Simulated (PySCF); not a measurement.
# C11H12Br2: NMR shifts at several levels of theory, part 2 of 2

PySCF 2.14.0. Atoms count from 0. The steps go on from the part before.

**6. Shielding tensors: KT2/pcSseg-1**

The job: settings as JSON, then the geometry in Å.

```
{"job": {"kind": "nmr", "xc": "KT2", "basis": "pcSseg-1", "pop": false}, "charge": 0, "multiplicity": 1}
C     -1.103292     2.733889    -0.900111
C     -0.376551     1.596633    -0.189640
C     -0.593576     1.699452     1.323629
C      1.110386     1.549541    -0.493908
C      2.015847     2.607367    -0.530791
C      3.357173     2.342237    -0.806946
C      3.791910     1.034993    -1.046227
C      2.889478    -0.025835    -1.011551
C      1.550389     0.243020    -0.736323
C      0.408312    -0.719523    -0.653877
Br     0.486332    -1.756484     1.020171
C     -0.787798     0.227159    -0.787483
Br    -2.495901    -0.463473    -0.209451
H     -2.190993     2.629250    -0.766225
H     -0.807992     3.709438    -0.485358
H     -0.883897     2.740498    -1.978865
H     -1.667733     1.689794     1.560956
H     -0.114359     0.869199     1.859559
H     -0.163483     2.642872     1.692067
H      1.683774     3.632238    -0.347134
H      4.076012     3.164575    -0.838902
H      4.845695     0.845678    -1.263114
H      3.224169    -1.050715    -1.188942
H      0.408986    -1.496206    -1.427549
H     -0.915207     0.373503    -1.870775
```

With the program's defaults for keys left out, this is: GIAO KT2/pcSseg-1 NMR shielding, non-relativistic, gas phase.

The log of the run:

```text
coarse grid: 101312 points
cycle   1  E = -5601.2493554026  dE = -7.527e-01  |g| = 8.631e-01  |ddm| = 5.258e+00
cycle   2  E = -5601.1535546864  dE =  9.580e-02  |g| = 8.427e-01  |ddm| = 1.706e+00
cycle   3  E = -5601.3230690624  dE = -1.695e-01  |g| = 2.917e-01  |ddm| = 1.531e+00
cycle   4  E = -5601.3413311124  dE = -1.826e-02  |g| = 1.494e-01  |ddm| = 6.518e-01
cycle   5  E = -5601.3473909931  dE = -6.060e-03  |g| = 3.228e-02  |ddm| = 2.199e-01
cycle   6  E = -5601.3476512062  dE = -2.602e-04  |g| = 1.445e-02  |ddm| = 5.600e-02
cycle   7  E = -5601.3477022817  dE = -5.108e-05  |g| = 3.771e-03  |ddm| = 1.772e-02
cycle   8  E = -5601.3477055208  dE = -3.239e-06  |g| = 1.730e-03  |ddm| = 6.567e-03
final grid: 213904 points
cycle   9  E = -5601.3479113924  dE =  4.795e-06  |g| = 4.545e-03  |ddm| = 1.035e-02
cycle  10  E = -5601.3478703540  dE =  4.104e-05  |g| = 1.273e-02  |ddm| = 2.152e-02
cycle  11  E = -5601.3479172016  dE = -4.685e-05  |g| = 6.095e-04  |ddm| = 1.617e-02
cycle  12  E = -5601.3479172894  dE = -8.780e-08  |g| = 1.349e-04  |ddm| = 9.173e-04
cycle  13  E = -5601.3479172935  dE = -4.060e-09  |g| = 3.139e-05  |ddm| = 1.962e-04
cycle  14  E = -5601.3479172937  dE = -2.565e-10  |g| = 1.040e-05  |ddm| = 4.951e-05
converged SCF energy = -5601.3479172937

GIAO shielding tensors (ppm)
atom      isotropic    diamagn.    paramagn.     s11        s22        s33       span
  0 C      156.031     245.900     -89.869    133.280    148.743    186.069     52.789
  1 C      131.978     245.657    -113.679    117.551    126.992    151.391     33.839
  2 C      155.542     245.814     -90.272    142.281    148.962    175.381     33.100
  3 C       38.270     260.631    -222.360    -36.432      5.062    146.182    182.614
  4 C       65.450     247.677    -182.227    -27.082     51.831    171.602    198.684
  5 C       58.340     253.834    -195.494    -40.835     45.777    170.076    210.911
  6 C       60.246     254.691    -194.445    -37.806     48.415    170.128    207.934
  7 C       61.938     246.860    -184.922    -27.447     46.116    167.145    194.592
  8 C       47.132     257.350    -210.218    -30.985     27.404    144.976    175.961
  9 C      114.345     244.177    -129.831     75.668    125.804    141.563     65.895
 10 Br    1966.601    3127.823   -1161.221   1347.672   1697.373   2854.759   1507.087
 11 C      108.531     244.984    -136.453     64.129    120.985    140.479     76.350
 12 Br    2258.324    3126.822    -868.498   1870.604   1982.277   2922.091   1051.488
 13 H       29.395      29.416      -0.021     23.604     30.001     34.580     10.976
 14 H       29.772      29.928      -0.156     25.224     27.530     36.562     11.338
 15 H       30.524      30.345       0.179     26.910     27.310     37.353     10.442
 16 H       29.571      30.394      -0.824     24.380     29.916     34.416     10.035
 17 H       29.210      29.348      -0.138     22.979     31.167     33.484     10.505
 18 H       30.325      30.694      -0.369     25.824     28.448     36.702     10.878
 19 H       24.131      32.571      -8.440     19.557     23.174     29.662     10.105
 20 H       24.013      26.897      -2.884     20.312     25.000     26.727      6.415
 21 H       24.023      27.291      -3.267     20.319     25.174     26.577      6.258
 22 H       23.844      31.862      -8.018     19.507     23.034     28.991      9.485
 23 H       25.748      31.624      -5.876     20.644     24.682     31.919     11.275
 24 H       26.893      32.469      -5.575     23.176     26.957     30.548      7.372
```

Wall time 66 s (8 threads of Arm Neoverse V2, shared host).

This run: δ C3 144.9, C8 136.1, C5 124.9, C6 123.0, H22 7.34, H20 7.17 ppm.

**7. NMR shieldings: HF/pcSseg-1**

Same as in step 6 but for these lines:

```diff
@@ -1,2 +1,2 @@
-{"job": {"kind": "nmr", "xc": "KT2", "basis": "pcSseg-1", "pop": false}, "charge": 0, "multiplicity": 1}
+{"job": {"kind": "nmr", "xc": "HF", "basis": "pcSseg-1", "pop": false}, "charge": 0, "multiplicity": 1}
 C     -1.103292     2.733889    -0.900111
```

Level: GIAO HF/pcSseg-1 NMR shielding, non-relativistic, gas phase.

The log of the run:

```text
final grid: 213904 points
cycle   1  E = -5567.4912400991  dE =  1.216e+00  |g| = 8.824e-01  |ddm| = 4.999e+00
cycle   2  E = -5567.6397510791  dE = -1.485e-01  |g| = 4.678e-01  |ddm| = 1.577e+00
cycle   3  E = -5567.6897184768  dE = -4.997e-02  |g| = 1.621e-01  |ddm| = 8.705e-01
cycle   4  E = -5567.6972786233  dE = -7.560e-03  |g| = 4.739e-02  |ddm| = 2.914e-01
cycle   5  E = -5567.6978569497  dE = -5.783e-04  |g| = 9.292e-03  |ddm| = 8.019e-02
cycle   6  E = -5567.6978903635  dE = -3.341e-05  |g| = 3.402e-03  |ddm| = 2.104e-02
cycle   7  E = -5567.6978961038  dE = -5.740e-06  |g| = 1.179e-03  |ddm| = 9.620e-03
cycle   8  E = -5567.6978970579  dE = -9.541e-07  |g| = 3.077e-04  |ddm| = 4.679e-03
cycle   9  E = -5567.6978971287  dE = -7.084e-08  |g| = 9.838e-05  |ddm| = 1.211e-03
cycle  10  E = -5567.6978971342  dE = -5.467e-09  |g| = 4.063e-05  |ddm| = 2.746e-04
cycle  11  E = -5567.6978971351  dE = -9.550e-10  |g| = 1.631e-05  |ddm| = 9.452e-05
converged SCF energy = -5567.6978971351

GIAO shielding tensors (ppm)
atom      isotropic    diamagn.    paramagn.     s11        s22        s33       span
  0 C      165.046     242.744     -77.697    145.375    159.296    190.468     45.093
  1 C      150.664     238.340     -87.677    135.811    146.703    169.476     33.665
  2 C      165.251     242.164     -76.913    153.328    160.056    182.368     29.040
  3 C       32.761     263.763    -231.002    -63.524     -1.823    163.630    227.154
  4 C       60.749     249.261    -188.512    -50.338     47.860    184.725    235.064
  5 C       52.645     255.992    -203.346    -65.377     40.013    183.300    248.676
  6 C       56.641     256.222    -199.582    -58.662     45.064    183.520    242.182
  7 C       55.719     247.646    -191.927    -53.574     39.889    180.843    234.417
  8 C       44.629     258.477    -213.848    -56.150     27.769    162.267    218.417
  9 C      132.138     234.793    -102.656     99.207    142.239    154.966     55.759
 10 Br    2261.289    3123.455    -862.165   1758.382   2069.302   2956.184   1197.802
 11 C      127.276     238.546    -111.270     88.112    138.350    155.365     67.253
 12 Br    2500.036    3122.257    -622.221   2205.508   2292.606   3001.994    796.486
 13 H       29.923      29.345       0.578     23.475     30.447     35.848     12.373
 14 H       30.158      30.552      -0.394     24.996     27.624     37.854     12.857
 15 H       30.972      30.075       0.897     27.282     27.471     38.164     10.881
 16 H       30.156      30.095       0.061     24.450     30.203     35.816     11.366
 17 H       29.836      27.682       2.154     23.306     31.549     34.653     11.347
 18 H       30.812      31.071      -0.259     25.532     28.716     38.186     12.654
 19 H       24.274      32.101      -7.828     18.909     23.622     30.290     11.381
 20 H       24.125      27.249      -3.125     19.785     25.415     27.173      7.388
 21 H       24.212      27.532      -3.320     19.799     25.670     27.166      7.368
 22 H       23.908      30.878      -6.970     18.841     23.256     29.627     10.786
 23 H       26.633      31.027      -4.394     21.723     24.840     33.337     11.614
 24 H       28.017      31.980      -3.962     24.055     27.722     32.275      8.220
```

Wall time 78 s (8 threads of Arm Neoverse V2, shared host).

Key values: δ C3 158.1, C8 146.2, C5 138.2, C7 135.1, H22 7.78, H20 7.56 ppm.

**8. Run by run: NMR shifts**

Shifts (ppm) of some atoms, chosen among heavy atoms and hydrogens apart, with basis size and wall time:

| run | C5 | C7 | C11 | H22 | H24 | Br10 | Br12 | functions | time |
| --- | --- | --- | --- | --- | --- | --- | --- | --- | --- |
| PBE0/pcSseg-1 | 135.6 | 132.1 | 73.4 | 7.61 | 4.10 | 562 | 283 | 329 | 1.8 min |
| PBE/pcSseg-1 | 133.0 | 129.4 | 77.1 | 7.47 | 4.28 | 637 | 341 | 329 | 62 s |
| wB97X-D/pcSseg-1 | 136.7 | 133.3 | 71.7 | 7.63 | 3.93 | 546 | 272 | 329 | 2.6 min |
| KT2/pcSseg-1 | 124.9 | 121.3 | 74.7 | 7.34 | 4.29 | 610 | 318 | 329 | 66 s |
| HF/pcSseg-1 | 138.2 | 135.1 | 63.6 | 7.78 | 3.67 | 372 | 133 | 329 | 78 s |

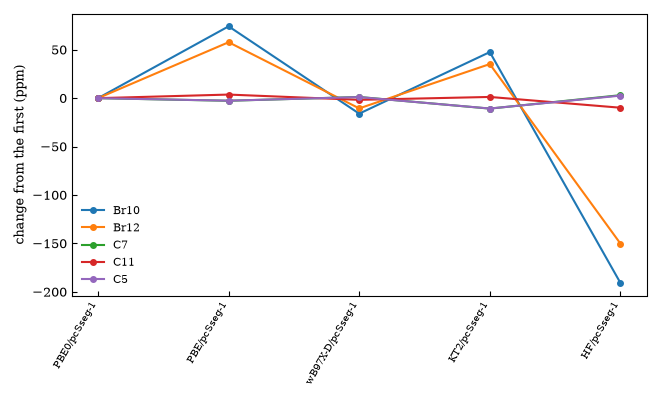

How five of the tabulated atoms move from run to run.

**9. Summary of results**

The summary covers parts 1 to 2.

| quantity | value |
| --- | --- |
| point group | C1 |
| rotational constants (main isotopes) | 0.65, 0.38, 0.27 GHz |
| 13C shifts against TMS (PBE0/pcSseg-1) | 156.3, 145.5, 135.6, 133.3, 132.1, 128.3, 73.4, 67.7, 49.0, 27.2, 27.2 ppm |
| 1H shifts against TMS (PBE0/pcSseg-1, means over atoms taken as alike) | 7.61, 7.48, 7.45, 7.33, 5.28, 4.10, 1.44, 1.30 ppm |
| 79Br shifts against HBr (PBE0/pcSseg-1) | 562, 283 ppm |
| range of the shift of Br10 | 372 to 637 ppm |

Single values in the summary come from the first sound run of each kind (PBE0/pcSseg-1), which need not be the best level. The optimisation took 7 steps and gained 0.082 eV; among the close pairs (by a distance rule), C11–Br12 changed most, from 1.947 to 1.931 Å. C9, C11 stand next to heavy halogen, whose spin-orbit shielding this run leaves out, so the computed shift lies too far downfield, most of all for carbon beside Br or I. At PBE0/pcSseg-1: The largest span, 1483 ppm, is at Br10, where the paramagnetic term is -1101 ppm. NICS(1)zz of -26 ppm above the planar ring from C3 marks a diatropic (aromatic) ring current. Across the 5 runs the shift of Br10 moves most, between 372 (HF/pcSseg-1) and 637 ppm (PBE/pcSseg-1). Spin-orbit coupling is left out, which matters for shieldings and couplings at and beside the heavy atoms.
